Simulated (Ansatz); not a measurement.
# H2O (triplet): one geometry, many settings at distance H1–H2 along a hydrogen transfer = 1.103 Å

What do other methods and options give for H2O (triplet) at this geometry, and how long do they take?

Program: Ansatz 0.2.0, Gaussian basis. Level of theory: the settings change from run to run. These are calculated values, not measurements.

11 further runs of the same task are left out: 1 for a mislabelled method, 9 that didn't finish, 1 set aside as unsound or not needed.

## (1) The geometry

The geometry derives from fragments relaxed apart (PBE0/def2-TZVP) and kept rigid, so it is no stationary point. A hydrogen atom is moved between rigid fragments.

3 atoms, charge 0, spin multiplicity 3.

Atoms are counted from 1 here; the program's logs count them from 0.

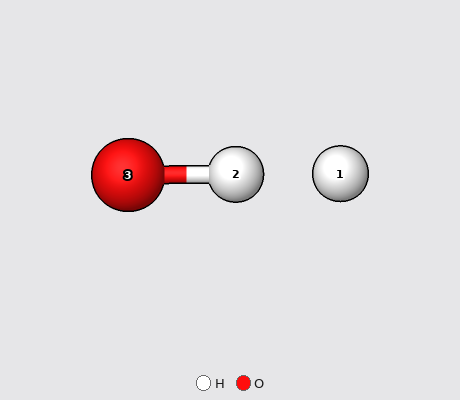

The structure; hydrogen white, oxygen red; atoms are numbered from 1 in the order of the file.

## (2) MRCISD+Q(8,7)/6-31G

in.yaml

```yaml
crystal:
  periodic: [false, false, false]
  atoms:
    - {symbol: H, position_ang: [0.000000, 0.000000, -1.113000]}
    - {symbol: H, position_ang: [0.000000, 0.000000, -0.010000]}
    - {symbol: O, position_ang: [0.000000, 0.000000, 1.123000]}
basis:
  gaussian: {orbitals: 6-31G, point_charges: [{charge: -0.50, position_ang: [3.717, 0.678, -0.809]}]}
magnetization: {spin_polarized: false, initial_magnetization: 2}
correlation: {method: fic_mrcisd_q, electrons: all, active_space: {window: {electrons: 8, orbitals: 7}}}
```

Run with:

```
$ ansatz run in.yaml --threads 1 --pin off --events-out ev --progress --plain --max-ram 2393MiB
```

Standard output:

```text
Functional definition: HF
  name "HF"
  cite "Fock, Z. Phys. 61, 126 (1930) doi:10.1007/BF01340294"
  parent pbe
  exchange = exact_x
  correlation = 0
139 factors; integrals over basis functions are off by at most 6.3e-4 eV
mean field evaluation 1: about -2062.8007 eV, gradient 1.1e1 eV
mean field evaluation 2: about -2062.8024 eV, gradient 1.1e1 eV
mean field evaluation 4: about -2063.3842 eV, gradient 2.2e0 eV
mean field evaluation 8: about -2063.4278 eV, gradient 1.1e-1 eV
mean field evaluation 16: about -2063.4325 eV, gradient 1.6e-5 eV
mean field evaluation 32: about -2063.4323 eV, gradient 3.3e-2 eV
mean field evaluation 64: about -2063.4324 eV, gradient 8.4e-2 eV
mean field -2063.43246919 eV, -75.8297445981 hartree, gradient 1.8e-6 eV, S^2 2.000000; 7 other end points of the search recorded, 0 dependent functions left out
reference -2063.43246919 eV, -75.8297445981 hartree; 6, 4 occupied and 7, 9 virtual orbitals, 139 factors
state -2065.16434673 eV, -75.8933899238 hartree
contracted CI cycle   1: correlation 0.00000000 eV, 0.0000000000 hartree, residual 1.22e1 eV
contracted CI cycle   2: correlation -1.43360606 eV, -0.0526840508 hartree, residual 2.04e0 eV
contracted CI cycle   3: correlation -1.47709974 eV, -0.0542824142 hartree, residual 4.03e-1 eV
contracted CI cycle   4: correlation -1.47883407 eV, -0.0543461497 hartree, residual 8.22e-2 eV
contracted CI cycle   5: correlation -1.47890291 eV, -0.0543486795 hartree, residual 1.57e-2 eV
contracted CI cycle   6: correlation -1.47890548 eV, -0.0543487740 hartree, residual 3.00e-3 eV
contracted CI cycle   7: correlation -1.47890557 eV, -0.0543487772 hartree, residual 5.76e-4 eV
state -2065.16434673 eV, -75.8933899238 hartree; corrected -2066.67005990 eV, -75.9487238621 hartree
Total energy: -2066.67005990 eV, -75.9487238621 hartree
```

Run time: 3.4 s. Hardware: 1 thread of Arm Neoverse V2, shared host.

From the report: 1,225 determinants; active occupations 2.00, 1.99, 1.96, 1.00, 1.00, 0.04, 0.01.

## (3) BCCD(T) on UHF/cc-pVDZ

in.yaml

```yaml
crystal:
  periodic: [false, false, false]
  atoms:
    - {symbol: H, position_ang: [0.000000, 0.000000, -1.113000]}
    - {symbol: H, position_ang: [0.000000, 0.000000, -0.010000]}
    - {symbol: O, position_ang: [0.000000, 0.000000, 1.123000]}
basis:
  gaussian: {orbitals: cc-pVDZ, fitting: {mean_field: def2-universal-jkfit}}
magnetization: {spin_polarized: true, initial_magnetization: 2}
correlation: {method: bccd_t, electrons: outside_noble_gas}
scf: {lower_state_search: light}
output: {forces: true}
```

Same command.

Standard output (excerpt; [...] marks lines left out):

```text
Functional definition: HF
  name "HF"
  cite "Fock, Z. Phys. 61, 126 (1930) doi:10.1007/BF01340294"
  parent pbe
[...]
113 factors; integrals over basis functions are off by at most 4.3e-1 eV
[...]
mean field -2064.45378809 eV, -75.8672773754 hartree, gradient 1.3e-6 eV, S^2 2.051630; 6 other end points of the search recorded, 0 dependent functions left out
determinant -2064.45378809 eV, -75.8672773754 hartree, with singles and doubles -2069.19550500 eV, -76.0415322575 hartree
determinant -2062.68818044 eV, -75.8023924910 hartree, with singles and doubles -2067.02299462 eV, -75.9616939737 hartree
1 core orbitals not correlated: weight in the atoms' cores, before any rotation towards them, 1.000 or more for the frozen orbitals, at most 0.000 for the correlated occupied ones
reference -2064.45378809 eV, -75.8672773754 hartree; 5, 3 occupied and 18, 20 virtual orbitals, 113 factors
second order -4.18198215 eV of doubles, -0.00000000 eV of singles
cycle   1  -4.73523158 eV  change    6.5e-3 eV  update   3.7e-3
[...]
cycle  10  -4.73545372 eV  change    5.5e-7 eV  update   8.1e-7
perturbative correction -0.07245653 eV, -0.0026627282 hartree
[...]
Total energy: -2069.26169834 eV, -76.0439648181 hartree
Atom 0 at     0.000000     0.000000    -1.113000 Å, force     0.000000    -0.000000     0.108775 eV/Å
Atom 1 at     0.000000     0.000000    -0.010000 Å, force     0.000000     0.000000     1.416508 eV/Å
Atom 2 at     0.000000     0.000000     1.123000 Å, force    -0.000000    -0.000000    -1.525283 eV/Å
Dipole moment:     0.000000    -0.000000    -0.287683 e Å
```

It took 0.72 s on 1 thread of Arm Neoverse V2, shared host.

From the report: ⟨S²⟩ of the determinant 2.052 (pure triplet: 2.00); correlation -4.8079 eV; largest double amplitude 0.06.

## (4) MRCISD+Q(relaxed)(6,7)/def2-SVP

in.yaml

```yaml
crystal:
  periodic: [false, false, false]
  atoms:
    - {symbol: H, position_ang: [0.000000, 0.000000, -1.113000]}
    - {symbol: H, position_ang: [0.000000, 0.000000, -0.010000]}
    - {symbol: O, position_ang: [0.000000, 0.000000, 1.123000]}
basis:
  gaussian: {orbitals: def2-SVP, fitting: {mean_field: def2-universal-jkfit}}
magnetization: {spin_polarized: false, initial_magnetization: 2}
hamiltonian: {pseudopotentials: {relativity: scalar}}
correlation: {method: fic_mrcisd_q_relaxed, electrons: outside_noble_gas, active_space: {window: {electrons: 6, orbitals: 7}, states: [{multiplicity: 3, weights: [0.5, 1, 1, 1]}]}}
scf: {lower_state_search: full}
```

The command is unchanged.

Standard output (excerpt; [...] marks lines left out):

```text
Functional definition: HF
  name "HF"
  cite "Fock, Z. Phys. 61, 126 (1930) doi:10.1007/BF01340294"
  parent pbe
[...]
113 factors; integrals over basis functions are off by at most 4.3e-1 eV
[...]
mean field -2063.49643415 eV, -75.8320952669 hartree, gradient 5.8e-7 eV, S^2 2.000000; 10 other end points of the search recorded, 0 dependent functions left out
reference -2063.49643415 eV, -75.8320952669 hartree; 6, 4 occupied and 18, 20 virtual orbitals, 113 factors
state -2065.27099573 eV, -75.8973092021 hartree
state -2065.27099573 eV, -75.8973092021 hartree
state -2062.39560776 eV, -75.7916406434 hartree
state -2060.17760112 eV, -75.7101304027 hartree
contracted CI cycle   1: correlation 0.00000000 eV, 0.0000000000 hartree, residual 2.01e1 eV
contracted CI cycle   2: correlation -3.23766041 eV, -0.1189818253 hartree, residual 2.85e0 eV
[...]
contracted CI cycle   5: correlation -3.52378803 eV, -0.1294968217 hartree, residual 2.59e-1 eV
contracted CI cycle   6: correlation -3.52467090 eV, -0.1295292664 hartree, residual 1.12e-1 eV
contracted CI cycle   7: correlation -3.52483704 eV, -0.1295353719 hartree, residual 5.05e-2 eV
contracted CI cycle   8: correlation -3.52487010 eV, -0.1295365869 hartree, residual 2.13e-2 eV
contracted CI cycle   9: correlation -3.52487582 eV, -0.1295367970 hartree, residual 8.18e-3 eV
contracted CI cycle  10: correlation -3.52487659 eV, -0.1295368256 hartree, residual 3.20e-3 eV
contracted CI cycle  11: correlation -3.52487670 eV, -0.1295368295 hartree, residual 1.04e-3 eV
state -2060.17760112 eV, -75.7101304027 hartree; corrected -2063.87142206 eV, -75.8458758186 hartree
an earlier search ended where averaged states of different weights were degenerate, so these states were given the mean of their weights and the orbitals were optimised with it
Total energy: -2066.68705309 eV, -75.9493483502 hartree
Relativity: scalar
```

Run time: 11 s. Hardware: 1 thread of Arm Neoverse V2, shared host.

From the report: 304 determinants; active occupations (of the averaged states) 1.69, 1.49, 1.49, 1.26, 0.04, 0.01, 0.01.

## (5) CASCI(4,4)/def2-SVP

in.yaml

```yaml
crystal:
  periodic: [false, false, false]
  atoms:
    - {symbol: H, position_ang: [0.000000, 0.000000, -1.113000]}
    - {symbol: H, position_ang: [0.000000, 0.000000, -0.010000]}
    - {symbol: O, position_ang: [0.000000, 0.000000, 1.123000]}
basis:
  gaussian: {orbitals: def2-SVP, fitting: {mean_field: def2-universal-jkfit}}
magnetization: {spin_polarized: false, initial_magnetization: 2}
correlation: {active_space: {window: {electrons: 4, orbitals: 4}, fixed_orbitals: true}}
output: {forces: true}
```

Launched as before.

Standard output (excerpt; [...] marks lines left out):

```text
Functional definition: HF
  name "HF"
  cite "Fock, Z. Phys. 61, 126 (1930) doi:10.1007/BF01340294"
  parent pbe
[...]
113 factors; integrals over basis functions are off by at most 4.3e-1 eV
[...]
mean field -2062.15714398 eV, -75.7828772611 hartree, gradient 5.7e-7 eV, S^2 2.000000; 6 other end points of the search recorded, 0 dependent functions left out
reference -2062.15714398 eV, -75.7828772611 hartree; 6, 4 occupied and 18, 20 virtual orbitals, 113 factors
state -2062.16064193 eV, -75.7830058082 hartree
[...]
Total energy: -2062.16064193 eV, -75.7830058082 hartree
Atom 0 at     0.000000     0.000000    -1.113000 Å, force     0.000000    -0.000000    -0.904500 eV/Å
Atom 1 at     0.000000     0.000000    -0.010000 Å, force    -0.000000    -0.000000     4.733969 eV/Å
Atom 2 at     0.000000     0.000000     1.123000 Å, force     0.000000     0.000000    -3.829469 eV/Å
Dipole moment:    -0.000000     0.000000    -0.439774 e Å
```

Run time: 0.12 s. Hardware: 1 thread of Arm Neoverse V2, shared host.

From the report: 8 determinants; active occupations 2.00, 1.00, 1.00, 0.00.

## (6) MP2 on UHF/def2-SVP

in.yaml

```yaml
crystal:
  periodic: [false, false, false]
  atoms:
    - {symbol: H, position_ang: [0.000000, 0.000000, -1.113000]}
    - {symbol: H, position_ang: [0.000000, 0.000000, -0.010000]}
    - {symbol: O, position_ang: [0.000000, 0.000000, 1.123000]}
basis:
  gaussian: {orbitals: def2-SVP}
magnetization: {spin_polarized: true, initial_magnetization: 2}
correlation: {method: mp2, electrons: all}
scf: {lower_state_search: full}
output: {forces: true}
```

The command is unchanged.

Standard output (excerpt; [...] marks lines left out):

```text
Functional definition: HF
  name "HF"
  cite "Fock, Z. Phys. 61, 126 (1930) doi:10.1007/BF01340294"
  parent pbe
[...]
232 factors; integrals over basis functions are off by at most 1.5e-3 eV
[...]
mean field -2062.54431368 eV, -75.7971054851 hartree, gradient 2.9e-6 eV, S^2 2.050612; 13 other end points of the search recorded, 0 dependent functions left out
reference -2062.54431368 eV, -75.7971054851 hartree; 6, 4 occupied and 18, 20 virtual orbitals, 232 factors
second order -4.22057525 eV of doubles, -0.00000000 eV of singles
[...]
Total energy: -2066.76488893 eV, -75.9522087647 hartree
Atom 0 at     0.000000     0.000000    -1.113000 Å, force    -0.000000    -0.000000    -0.224731 eV/Å
Atom 1 at     0.000000     0.000000    -0.010000 Å, force     0.000000    -0.000000     3.045057 eV/Å
Atom 2 at     0.000000     0.000000     1.123000 Å, force     0.000000    -0.000000    -2.820326 eV/Å
Dipole moment:    -0.000000     0.000000    -0.376486 e Å
```

It took 0.21 s on 1 thread of Arm Neoverse V2, shared host.

From the report: ⟨S²⟩ of the determinant 2.051 (pure triplet: 2.00).

## (7) NEVPT2(4,5)/aug-cc-pVDZ

in.yaml

```yaml
crystal:
  periodic: [false, false, false]
  atoms:
    - {symbol: H, position_ang: [0.000000, 0.000000, -1.113000]}
    - {symbol: H, position_ang: [0.000000, 0.000000, -0.010000]}
    - {symbol: O, position_ang: [0.000000, 0.000000, 1.123000]}
basis:
  gaussian: {orbitals: aug-cc-pVDZ}
magnetization: {spin_polarized: false, initial_magnetization: 2}
correlation: {method: sc_nevpt2, electrons: outside_noble_gas, active_space: {window: {electrons: 4, orbitals: 5}}}
accuracy: high
```

Same command.

Standard output:

```text
Functional definition: HF
  name "HF"
  cite "Fock, Z. Phys. 61, 126 (1930) doi:10.1007/BF01340294"
  parent pbe
  exchange = exact_x
  correlation = 0
669 factors; integrals over basis functions are off by at most 3.3e-9 eV
mean field evaluation 1: about -2063.5374 eV, gradient 1.1e1 eV
mean field evaluation 2: about -2063.5376 eV, gradient 1.1e1 eV
mean field evaluation 4: about -2064.2301 eV, gradient 2.9e0 eV
mean field evaluation 8: about -2064.3074 eV, gradient 1.4e-1 eV
mean field evaluation 16: about -2062.5550 eV, gradient 3.6e0 eV
mean field evaluation 32: about -2062.6697 eV, gradient 9.1e-1 eV
mean field -2064.30766395 eV, -75.8619074121 hartree, gradient 2.7e-8 eV, S^2 2.000000; 6 other end points of the search recorded, 0 dependent functions left out
reference -2064.30766395 eV, -75.8619074121 hartree; 6, 4 occupied and 35, 37 virtual orbitals, 669 factors
state -2065.47980625 eV, -75.9049828473 hartree
state -2065.47980625 eV, -75.9049828473 hartree; corrected -2069.44596068 eV, -76.0507363341 hartree
Total energy: -2069.44596068 eV, -76.0507363341 hartree
```

It took 1.7 s on 1 thread of Arm Neoverse V2, shared host.

From the report: 48 determinants; active occupations 1.96, 1.00, 1.00, 0.04, 0.00.

## (8) CCSD on UHF/def2-SVP

in.yaml

```yaml
crystal:
  periodic: [false, false, false]
  atoms:
    - {symbol: H, position_ang: [0.000000, 0.000000, -1.113000]}
    - {symbol: H, position_ang: [0.000000, 0.000000, -0.010000]}
    - {symbol: O, position_ang: [0.000000, 0.000000, 1.123000]}
basis:
  gaussian: {orbitals: def2-SVP}
magnetization: {spin_polarized: true, initial_magnetization: 2}
correlation: {method: ccsd, electrons: all}
output: {forces: true}
```

The command is unchanged.

Standard output (excerpt; [...] marks lines left out):

```text
Functional definition: HF
  name "HF"
  cite "Fock, Z. Phys. 61, 126 (1930) doi:10.1007/BF01340294"
  parent pbe
[...]
232 factors; integrals over basis functions are off by at most 1.5e-3 eV
[...]
mean field -2062.54431368 eV, -75.7971054851 hartree, gradient 2.9e-6 eV, S^2 2.050612; 6 other end points of the search recorded, 0 dependent functions left out
determinant -2062.54431368 eV, -75.7971054851 hartree, with singles and doubles -2067.31230869 eV, -75.9723260698 hartree
determinant -2060.71411116 eV, -75.7298467831 hartree, with singles and doubles -2065.05606470 eV, -75.8894106324 hartree
reference -2062.54431368 eV, -75.7971054851 hartree; 6, 4 occupied and 18, 20 virtual orbitals, 232 factors
second order -4.22057525 eV of doubles, -0.00000000 eV of singles
cycle   1  -4.76821520 eV  change   -2.2e-4 eV  update   4.0e-4
[...]
cycle   8  -4.76846507 eV  change    1.5e-6 eV  update   6.1e-7
[...]
Total energy: -2067.31277875 eV, -75.9723433442 hartree
Atom 0 at     0.000000     0.000000    -1.113000 Å, force    -0.000000     0.000000     0.054038 eV/Å
Atom 1 at     0.000000     0.000000    -0.010000 Å, force     0.000000     0.000000     1.695935 eV/Å
Atom 2 at     0.000000     0.000000     1.123000 Å, force     0.000000     0.000000    -1.749973 eV/Å
Dipole moment:    -0.000000    -0.000000    -0.314061 e Å
```

It took 0.6 s on 1 thread of Arm Neoverse V2, shared host.

From the report: ⟨S²⟩ of the determinant 2.051 (pure triplet: 2.00); correlation -4.7685 eV; T1 0.015; largest double amplitude 0.06.

## (9) CCSDT on UHF/def2-SVPD

Edit in.yaml of step 8 so:

```diff
@@ -7,5 +7,5 @@
 basis:
-  gaussian: {orbitals: def2-SVP}
+  gaussian: {orbitals: def2-SVPD}
 magnetization: {spin_polarized: true, initial_magnetization: 2}
-correlation: {method: ccsd, electrons: all}
+correlation: {method: ccsdt, electrons: outside_noble_gas}
 output: {forces: true}
```

Launched as before.

Standard output (excerpt; [...] marks lines left out):

```text
Functional definition: HF
  name "HF"
  cite "Fock, Z. Phys. 61, 126 (1930) doi:10.1007/BF01340294"
  parent pbe
[...]
564 factors; integrals over basis functions are off by at most 2.4e-7 eV
[...]
mean field -2062.76661966 eV, -75.8052750791 hartree, gradient 6.5e-6 eV, S^2 2.050692; 5 other end points of the search recorded, 0 dependent functions left out
determinant -2062.76661966 eV, -75.8052750791 hartree, with singles and doubles -2067.80235299 eV, -75.9903348657 hartree
determinant -2060.81037788 eV, -75.7333845198 hartree, with singles and doubles -2065.35135460 eV, -75.9002623361 hartree
1 core orbitals not correlated: weight in the atoms' cores, before any rotation towards them, 1.000 or more for the frozen orbitals, at most 0.000 for the correlated occupied ones
reference -2062.76661966 eV, -75.8052750791 hartree; 5, 3 occupied and 33, 35 virtual orbitals, 564 factors
second order -4.48523002 eV of doubles, -0.00000000 eV of singles
cycle   1  -4.80936383 eV  change   -3.2e-1 eV  update   6.3e-2
[...]
cycle  18  -5.17587655 eV  change   -5.2e-7 eV  update   2.9e-7
[...]
Total energy: -2067.94249621 eV, -75.9954850341 hartree
Atom 0 at     0.000000     0.000000    -1.113000 Å, force    -0.000000    -0.000000    -0.042171 eV/Å
Atom 1 at     0.000000     0.000000    -0.010000 Å, force     0.000000    -0.000000     1.769310 eV/Å
Atom 2 at     0.000000     0.000000     1.123000 Å, force     0.000000     0.000000    -1.727139 eV/Å
Dipole moment:     0.000000     0.000000    -0.337890 e Å
```

Run time: 42 s. Hardware: 1 thread of Arm Neoverse V2, shared host; peak memory 0.61 GiB.

From the report: ⟨S²⟩ of the determinant 2.051 (pure triplet: 2.00); correlation -5.1759 eV; T1 0.021; largest double amplitude 0.07.

## (10) All runs side by side

```csv
level,correlated,functions,energy (eV),time
"MRCISD+Q(8,7)/6-31G (beside a point charge)",all,13,-2066.6701,3.4 s
BCCD(T) on UHF/cc-pVDZ,outside noble gas,24,-2069.2617,0.72 s
"MRCISD+Q(relaxed)(6,7)/def2-SVP (mean of several states, relativity set)",outside noble gas,24,-2066.6871,11 s
"CASCI(4,4)/def2-SVP",,24,-2062.1606,0.12 s
MP2 on UHF/def2-SVP,all,24,-2066.7649,0.21 s
"NEVPT2(4,5)/aug-cc-pVDZ",outside noble gas,41,-2069.4460,1.7 s
CCSD on UHF/def2-SVP,all,24,-2067.3128,0.6 s
CCSDT on UHF/def2-SVPD,outside noble gas,39,-2067.9425,42 s
```

## (11) What came out

```
quantity                         value
    runs                             8
quickest   CASCI(4,4)/def2-SVP, 0.12 s
 slowest  CCSDT on UHF/def2-SVPD, 42 s
```

**Reading.** Total energies in different bases, with other cores or another treatment of relativity can't be set against each other. CCSDT on UHF/def2-SVPD took 346 times as long as CASCI(4,4)/def2-SVP; the jobs differ in more than the method.
